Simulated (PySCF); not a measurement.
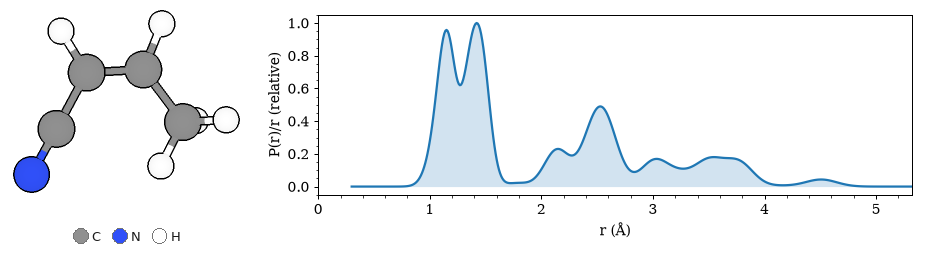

Simulated gas electron diffraction: radial distribution curve of C4H5N. Each pair of atoms contributes with weight ZᵢZⱼ/r; damping constant 0.0015 Å²; vibrational amplitudes assumed, not computed: 0.05 Å for bonds, 0.078 Å for bonds to H, 0.06 + 0.015 r up to 0.15 Å for other pairs. The geometry is the end point of an optimisation (PBE0-D3(BJ)/def2-SVP geometry optimisation, gas phase in PySCF 2.14.0, density-fitted response routines); it may be a saddle point or a higher isomer. SMILES: C/C=C\C#N.

**Assign the first 7 clear peaks of the radial distribution curve (– bonded, ··· not bonded).**

Peak 1, 1.15 Å: C–H 1.09–1.10 Å (×5), N–C 1.16 Å, not resolved
Peak 2, 1.42 Å: C–C 1.34–1.49 Å (×3), not resolved
Peak 3, 2.15 Å: C···H 2.08–2.21 Å (×7), not resolved
Peak 4, 2.53 Å: C···C 2.44–2.52 Å (×2), N···C 2.59 Å, C···H 2.60–2.69 Å (×2), not resolved
Peak 5, 3.03 Å: C···C 3.00 Å, N···H 3.07–3.22 Å (×2), C···H 3.24 Å (×2), not resolved
Peak 6, 3.55 Å: C···H 3.40–3.77 Å (×4), N···C 3.51–3.77 Å (×2), not resolved
Peak 7, 4.51 Å: N···H 4.49–4.53 Å (×3)
